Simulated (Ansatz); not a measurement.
# GeNHO (singlet): density functionals in cc-pVTZ

What do functionals of several rungs give for GeNHO (singlet)?

The runs use Ansatz 0.2.0, Gaussian basis; cc-pVTZ, all electrons in the functionals, frozen cores in the correlation of double hybrids and RPA.

Plan: PBE, r2SCAN, B97M-V, PBE0, B3LYP, wB97M-V, B2PLYP, RKS PBE0, RPA-PBE.

## (1) The system

The geometry is a PBE0/def2-TZVP stationary point (not a proven minimum). No spin-orbit coupling is included. The filled d shell of Ge may be among the frozen orbitals whatever the setting's name suggests.

4 atoms, charge 0, spin multiplicity 1.

Atoms are counted from 1 here; the program's logs count them from 0.

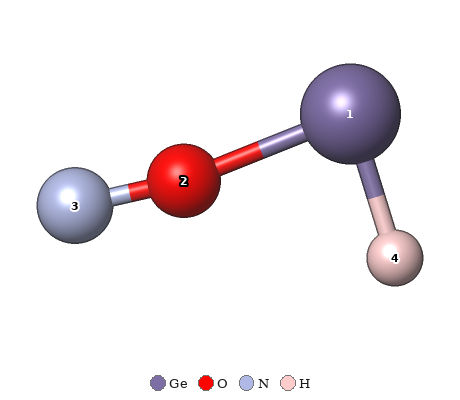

The geometry (germanium purple, oxygen red, nitrogen light blue, hydrogen pink); atoms are numbered from 1 in the order of the file.

Coordinates:

```
Ge    0.00000   -0.03440    0.70534
O     0.00000    0.08341   -1.18365
N     0.00000   -0.02878   -2.35401
H     0.00000    1.55524    0.66878
```

No dispersion term is added; B97M-V, wB97M-V hold VV10 nonlocal correlation. B3LYP takes the VWN-RPA correlation.

## (2) PBE (unrestricted)

in.yaml

```yaml
crystal:
  periodic: [false, false, false]
  atoms:
    - {symbol: Ge, position_ang: [0.000000, -0.034402, 0.705336]}
    - {symbol: O, position_ang: [0.000000, 0.083408, -1.183652]}
    - {symbol: N, position_ang: [0.000000, -0.028781, -2.354015]}
    - {symbol: H, position_ang: [0.000000, 1.555244, 0.668777]}
basis:
  gaussian: {orbitals: cc-pVTZ}
magnetization: {spin_polarized: true, initial_magnetization: 0}
hamiltonian: {xc: {name: PBE}}
output: {orbitals: {seedname: orbitals}}
```

Started as:

```sh
ansatz run in.yaml --threads 1 --pin off --events-out ev --progress --plain --max-ram 4096MiB --backend cpu
```

What it wrote:

```text
Functional definition: PBE
  name "PBE"
  cite "Perdew, Burke & Ernzerhof, Phys. Rev. Lett. 77, 3865 (1996) doi:10.1103/PhysRevLett.77.3865"
  parent pbe
  parameter kappa = 0.804
  parameter beta = 0.06672455060314922
  exchange = pbe_x(kappa = kappa, mu = beta*pi^2/3)
  correlation = pbe_c(beta = beta)
759 factors; their error is unknown
mean field evaluation 1: about -60051.9171 eV, gradient 3.5e1 eV
mean field evaluation 2: about -59997.6070 eV, gradient 1.0e2 eV
mean field evaluation 4: about -60050.4035 eV, gradient 3.8e1 eV
mean field evaluation 8: about -60057.5745 eV, gradient 6.1e-1 eV
mean field evaluation 16: about -60057.5618 eV, gradient 1.8e-4 eV
mean field evaluation 32: about -60057.6937 eV, gradient 2.0e-5 eV
mean field evaluation 64: about -60055.5673 eV, gradient 8.7e0 eV
mean field evaluation 96: about -60057.4663 eV, gradient 7.0e-1 eV
mean field evaluation 128: about -60056.3900 eV, gradient 2.3e0 eV
mean field -60057.69373121 eV, -2207.0795360552 hartree, gradient 2.0e-5 eV, S^2 0.606359; 12 other end points of the search recorded, 0 dependent functions left out
reference -60057.69375784 eV, -2207.0795370337 hartree; 24, 24 occupied and 93, 93 virtual orbitals, 759 factors
Total energy: -60057.69375784 eV, -2207.0795370337 hartree
```

Wall time 20 s (1 thread of AMD EPYC 7R13, shared host); peak memory 0.27 GiB.

From the report: ⟨S²⟩ of the determinant 0.606 (pure singlet: 0.00). The determinant of PBE (⟨S²⟩ 0.61) is far from a pure spin state, so its energy mixes those of several spin states; that is harmless only where they are near-degenerate.

## (3) r2SCAN (unrestricted)

in.yaml, as its differences from that of step 2:

```diff
@@ -10,3 +10,2 @@
 magnetization: {spin_polarized: true, initial_magnetization: 0}
-hamiltonian: {xc: {name: PBE}}
-output: {orbitals: {seedname: orbitals}}
+hamiltonian: {xc: {name: r2SCAN}}
```

Same command.

What it wrote, cut to the lines that bear on the results:

```text
Functional definition: r2SCAN
  name "r2SCAN"
  cite "Furness, Kaplan, Ning, Perdew & Sun, J. Phys. Chem. Lett. 11, 8208 (2020) doi:10.1021/acs.jpclett.0c02405"
  cite "Furness, Kaplan, Ning, Perdew & Sun, J. Phys. Chem. Lett. 11, 9248 (2020) doi:10.1021/acs.jpclett.0c03077"
  parent r2scan
[...]
759 factors; their error is unknown
[...]
mean field -60067.65923375 eV, -2207.4457615184 hartree, gradient 5.1e-6 eV, S^2 0.759430; 16 other end points of the search recorded, 0 dependent functions left out
reference -60067.65924455 eV, -2207.4457619153 hartree; 24, 24 occupied and 93, 93 virtual orbitals, 759 factors
Total energy: -60067.65924455 eV, -2207.4457619153 hartree
```

It took 59 s on 1 thread of AMD EPYC 7R13, shared host; peak memory 0.31 GiB.

From the report: ⟨S²⟩ of the determinant 0.759 (pure singlet: 0.00). The determinant of r2SCAN (⟨S²⟩ 0.76) is far from a pure spin state, so its energy mixes those of several spin states; that is harmless only where they are near-degenerate.

## (4) B97M-V (unrestricted)

in.yaml, as its differences from that of step 3:

```diff
@@ -10,2 +10,2 @@
 magnetization: {spin_polarized: true, initial_magnetization: 0}
-hamiltonian: {xc: {name: r2SCAN}}
+hamiltonian: {xc: {name: B97M-V}}
```

Same command.

What it wrote, cut to the lines that bear on the results:

```text
Functional definition: B97M-V
  name "B97M-V"
  cite "Mardirossian & Head-Gordon, J. Chem. Phys. 142, 074111 (2015) doi:10.1063/1.4907719"
  cite "Becke, J. Chem. Phys. 107, 8554 (1997) doi:10.1063/1.475007"
  cite "Vydrov & Van Voorhis, J. Chem. Phys. 133, 244103 (2010) doi:10.1063/1.3521275"
  # Of w^i u^j: cxij and so on, Table III.
[...]
  gx(w, u) = cx00 + cx01*u + cx02*u^2 + (cx10 + cx11*u)*w
  gss(w, u) = css00 + css02*u^2 + css10*w + (css32*w^3 + css42*w^4)*u^2
  gos(w, u) = cos00 + cos01*u + cos03*u^3 + cos10*w + cos32*w^3*u^2
[...]
      + integral(e_c_pw_mod_opposite_spin*gos(b97_w_opposite, b97_u_opposite)) + vv10(b, c)
759 factors; their error is unknown
[...]
mean field -60058.05239481 eV, -2207.0927166994 hartree, gradient 1.0e-5 eV, S^2 0.682822; 14 other end points of the search recorded, 0 dependent functions left out
reference -60058.05243810 eV, -2207.0927182901 hartree; 24, 24 occupied and 93, 93 virtual orbitals, 759 factors
Total energy: -60058.05243810 eV, -2207.0927182901 hartree
```

Run time: 74 s. Hardware: 1 thread of AMD EPYC 7R13, shared host; peak memory 0.36 GiB.

From the report: ⟨S²⟩ of the determinant 0.683 (pure singlet: 0.00). The determinant of B97M-V (⟨S²⟩ 0.68) is far from a pure spin state, so its energy mixes those of several spin states; that is harmless only where they are near-degenerate.

## (5) PBE0 (unrestricted)

in.yaml, as its differences from that of step 4:

```diff
@@ -10,2 +10,3 @@
 magnetization: {spin_polarized: true, initial_magnetization: 0}
-hamiltonian: {xc: {name: B97M-V}}
+hamiltonian: {xc: {name: PBE0}}
+output: {orbitals: {seedname: orbitals}}
```

The command is unchanged.

What it wrote, cut to the lines that bear on the results:

```text
Functional definition: PBE0
  name "PBE0"
  cite "Adamo & Barone, J. Chem. Phys. 110, 6158 (1999) doi:10.1063/1.478522"
  cite "Perdew, Burke & Ernzerhof, Phys. Rev. Lett. 77, 3865 (1996) doi:10.1103/PhysRevLett.77.3865"
  parent pbe
[...]
819 factors; their error is unknown
[...]
mean field -60058.49184799 eV, -2207.1088663058 hartree, gradient 9.8e-6 eV, S^2 0.843245; 10 other end points of the search recorded, 0 dependent functions left out
reference -60058.49186830 eV, -2207.1088670520 hartree; 24, 24 occupied and 93, 93 virtual orbitals, 819 factors
Total energy: -60058.49186830 eV, -2207.1088670520 hartree
```

Wall time 25 s (1 thread of AMD EPYC 7R13, shared host); peak memory 0.44 GiB.

From the report: ⟨S²⟩ of the determinant 0.843 (pure singlet: 0.00). The determinant of PBE0 (⟨S²⟩ 0.84) is far from a pure spin state, so its energy mixes those of several spin states; that is harmless only where they are near-degenerate.

## (6) B3LYP (unrestricted)

in.yaml, as its differences from that of step 5:

```diff
@@ -10,3 +10,2 @@
 magnetization: {spin_polarized: true, initial_magnetization: 0}
-hamiltonian: {xc: {name: PBE0}}
-output: {orbitals: {seedname: orbitals}}
+hamiltonian: {xc: {name: B3LYP}}
```

The command is unchanged.

What it wrote, cut to the lines that bear on the results:

```text
Functional definition: B3LYP
  name "B3LYP"
  cite "Stephens, Devlin, Chabalowski & Frisch, J. Phys. Chem. 98, 11623 (1994) doi:10.1021/j100096a001"
  cite "Becke, Phys. Rev. A 38, 3098 (1988) doi:10.1103/PhysRevA.38.3098"
  cite "Lee, Yang & Parr, Phys. Rev. B 37, 785 (1988) doi:10.1103/PhysRevB.37.785"
  cite "Vosko, Wilk & Nusair, Can. J. Phys. 58, 1200 (1980) doi:10.1139/p80-159"
[...]
816 factors; their error is unknown
[...]
mean field -60070.95323564 eV, -2207.5668138552 hartree, gradient 9.1e-6 eV, S^2 0.753392; 6 other end points of the search recorded, 0 dependent functions left out
reference -60070.95341563 eV, -2207.5668204696 hartree; 24, 24 occupied and 93, 93 virtual orbitals, 816 factors
Total energy: -60070.95341563 eV, -2207.5668204696 hartree
```

Wall time 16 s (1 thread of AMD EPYC 7R13, shared host); peak memory 0.43 GiB.

From the report: ⟨S²⟩ of the determinant 0.753 (pure singlet: 0.00). The determinant of B3LYP (⟨S²⟩ 0.75) is far from a pure spin state, so its energy mixes those of several spin states; that is harmless only where they are near-degenerate.

## (7) wB97M-V (unrestricted)

in.yaml, as its differences from that of step 6:

```diff
@@ -10,2 +10,3 @@
 magnetization: {spin_polarized: true, initial_magnetization: 0}
-hamiltonian: {xc: {name: B3LYP}}
+hamiltonian: {xc: {name: wB97M-V}}
+output: {orbitals: {seedname: orbitals}}
```

The command is unchanged.

What it wrote, cut to the lines that bear on the results:

```text
Functional definition: wB97M-V
  name "wB97M-V"
  cite "Mardirossian & Head-Gordon, J. Chem. Phys. 144, 214110 (2016) doi:10.1063/1.4952647"
  cite "Becke, J. Chem. Phys. 107, 8554 (1997) doi:10.1063/1.475007"
  cite "Vydrov & Van Voorhis, J. Chem. Phys. 133, 244103 (2010) doi:10.1063/1.3521275"
  # Of w^i u^j: cxij and so on, Table III.
[...]
  gx(w, u) = 1 - cx + cx01*u + cx10*w
  gss(w, u) = css00 + css04*u^4 + css10*w + css20*w^2 + css43*w^4*u^3
  gos(w, u) = cos00 + cos10*w + (cos20 + cos21*u)*w^2 + (cos60 + cos61*u)*w^6
[...]
      + integral(e_c_pw_mod_opposite_spin*gos(b97_w_opposite, b97_u_opposite)) + vv10(b, c)
809 factors; their error is unknown
145 factors; integrals over basis functions are off by at most 9.1e-5 eV
[...]
mean field -60065.18702668 eV, -2207.3549095844 hartree, gradient 6.8e-6 eV, S^2 0.809110; 12 other end points of the search recorded, 0 dependent functions left out
reference -60065.18706132 eV, -2207.3549108574 hartree; 24, 24 occupied and 93, 93 virtual orbitals, 809 factors
Total energy: -60065.18706132 eV, -2207.3549108574 hartree
```

Run time: 1.7 min. Hardware: 1 thread of AMD EPYC 7R13, shared host; peak memory 0.52 GiB.

From the report: ⟨S²⟩ of the determinant 0.809 (pure singlet: 0.00). The determinant of wB97M-V (⟨S²⟩ 0.81) is far from a pure spin state, so its energy mixes those of several spin states; that is harmless only where they are near-degenerate.

## (8) B2PLYP (unrestricted)

in.yaml, as its differences from that of step 7:

```diff
@@ -10,3 +10,3 @@
 magnetization: {spin_polarized: true, initial_magnetization: 0}
-hamiltonian: {xc: {name: wB97M-V}}
-output: {orbitals: {seedname: orbitals}}
+hamiltonian: {xc: {name: B2PLYP}}
+correlation: {electrons: outside_noble_gas}
```

The command is unchanged.

What it wrote, cut to the lines that bear on the results:

```text
Functional definition: B2PLYP
  name "B2PLYP"
  cite "Grimme, J. Chem. Phys. 124, 034108 (2006) doi:10.1063/1.2148954"
  cite "Becke, Phys. Rev. A 38, 3098 (1988) doi:10.1103/PhysRevA.38.3098"
  cite "Lee, Yang & Parr, Phys. Rev. B 37, 785 (1988) doi:10.1103/PhysRevB.37.785"
[...]
728 factors; integrals over basis functions are off by at most 1.3e-3 eV
[...]
mean field -60051.31762892 eV, -2206.8452186176 hartree, gradient 2.2e-6 eV, S^2 1.002144; 10 other end points of the search recorded, 0 dependent functions left out
16 core orbitals not correlated: weight in the atoms' cores, before any rotation towards them, 0.947 or more for the frozen orbitals, at most 0.056 for the correlated occupied ones
reference -60051.31774451 eV, -2206.8452228655 hartree; 8, 8 occupied and 93, 93 virtual orbitals, 728 factors
second order -16.57754040 eV of doubles, -0.00000000 eV of singles
Total energy: -60055.79368041 eV, -2207.0097104762 hartree
```

Run time: 44 s. Hardware: 1 thread of AMD EPYC 7R13, shared host; peak memory 0.33 GiB.

From the report: ⟨S²⟩ of the determinant 1.002 (pure singlet: 0.00). The determinant of B2PLYP (⟨S²⟩ 1.00) is far from a pure spin state, so its energy mixes those of several spin states; that is harmless only where they are near-degenerate.

## (9) PBE0 (restricted)

in.yaml, as its differences from that of step 8:

```diff
@@ -9,4 +9,2 @@
   gaussian: {orbitals: cc-pVTZ}
-magnetization: {spin_polarized: true, initial_magnetization: 0}
-hamiltonian: {xc: {name: B2PLYP}}
-correlation: {electrons: outside_noble_gas}
+hamiltonian: {xc: {name: PBE0}}
```

The command is unchanged.

What it wrote:

```text
Functional definition: PBE0
  name "PBE0"
  cite "Adamo & Barone, J. Chem. Phys. 110, 6158 (1999) doi:10.1063/1.478522"
  cite "Perdew, Burke & Ernzerhof, Phys. Rev. Lett. 77, 3865 (1996) doi:10.1103/PhysRevLett.77.3865"
  parent pbe
  parameter a = 0.25
  parameter kappa = 0.804
  parameter beta = 0.06672455060314922
  exchange = (1 - a)*pbe_x(kappa = kappa, mu = beta*pi^2/3) + a*exact_x
  correlation = pbe_c(beta = beta)
819 factors; their error is unknown
mean field evaluation 1: about -60054.8515 eV, gradient 3.6e1 eV
mean field evaluation 2: about -60032.4263 eV, gradient 8.7e1 eV
mean field evaluation 4: about -60057.8053 eV, gradient 9.4e0 eV
mean field evaluation 8: about -60057.9503 eV, gradient 9.5e-2 eV
mean field evaluation 16: about -60058.1580 eV, gradient 2.5e-5 eV
mean field -60058.15798398 eV, -2207.0965970297 hartree, gradient 2.5e-5 eV, S^2 0.000000; 1 other end points of the search recorded, 0 dependent functions left out
reference -60058.15800420 eV, -2207.0965977726 hartree; 24, 24 occupied and 93, 93 virtual orbitals, 819 factors
Total energy: -60058.15800420 eV, -2207.0965977726 hartree
```

Wall time 2 s (1 thread of AMD EPYC 7R13, shared host).

## (10) RPA-PBE

in.yaml, as its differences from that of step 9:

```diff
@@ -9,2 +9,4 @@
   gaussian: {orbitals: cc-pVTZ}
-hamiltonian: {xc: {name: PBE0}}
+magnetization: {spin_polarized: true, initial_magnetization: 0}
+hamiltonian: {xc: {name: PBE}}
+correlation: {method: rpa, electrons: outside_noble_gas}
```

The command is unchanged.

What it wrote, cut to the lines that bear on the results:

```text
Functional definition: PBE
  name "PBE"
  cite "Perdew, Burke & Ernzerhof, Phys. Rev. Lett. 77, 3865 (1996) doi:10.1103/PhysRevLett.77.3865"
  parent pbe
[...]
728 factors; integrals over basis functions are off by at most 1.3e-3 eV
[...]
mean field -60057.69373302 eV, -2207.0795361217 hartree, gradient 2.0e-6 eV, S^2 0.606346; 15 other end points of the search recorded, 0 dependent functions left out
16 core orbitals not correlated, not the lowest: weight in the atoms' cores, before any rotation towards them, 0.870 or more for the frozen orbitals, at most 0.201 for the correlated occupied ones
reference -60004.14248341 eV, -2205.1115639968 hartree; 8, 8 occupied and 93, 93 virtual orbitals, 728 factors
Total energy: -60027.61977603 eV, -2205.9743385870 hartree
```

Run time: 25 s. Hardware: 1 thread of AMD EPYC 7R13, shared host; peak memory 0.26 GiB.

From the report: ⟨S²⟩ of the determinant 0.606 (pure singlet: 0.00). The determinant of RPA-PBE (⟨S²⟩ 0.61) is far from a pure spin state, so its energy mixes those of several spin states; that is harmless only where they are near-degenerate.

## (11) Side by side

| functional | energy (eV) | ⟨S²⟩ | time |
| --- | --- | --- | --- |
| PBE | -60057.6938 | 0.606 | 20 s |
| r2SCAN | -60067.6592 | 0.759 | 59 s |
| B97M-V | -60058.0524 | 0.683 | 74 s |
| PBE0 | -60058.4919 | 0.843 | 25 s |
| B3LYP | -60070.9534 | 0.753 | 16 s |
| wB97M-V | -60065.1871 | 0.809 | 1.7 min |
| B2PLYP | -60055.7937 | 1.002 | 44 s |
| RKS PBE0 | -60058.1580 | 0.000 | 2 s |
| RPA-PBE | -60027.6198 | 0.606 | 25 s |

Orbital levels of the runs that wrote orbitals: PBE HOMO -4.75, LUMO -3.80 eV; PBE0 HOMO -5.72, LUMO -2.90 eV; wB97M-V HOMO -7.37, LUMO -0.88 eV.

## (12) Outcome

| quantity | value |
| --- | --- |
| spread of total energies | 43.3 eV |
| quickest, slowest | RKS PBE0 2 s, wB97M-V 1.7 min |

**Reading.** Total energies of different functionals can't be ranked; only differences within one functional count.
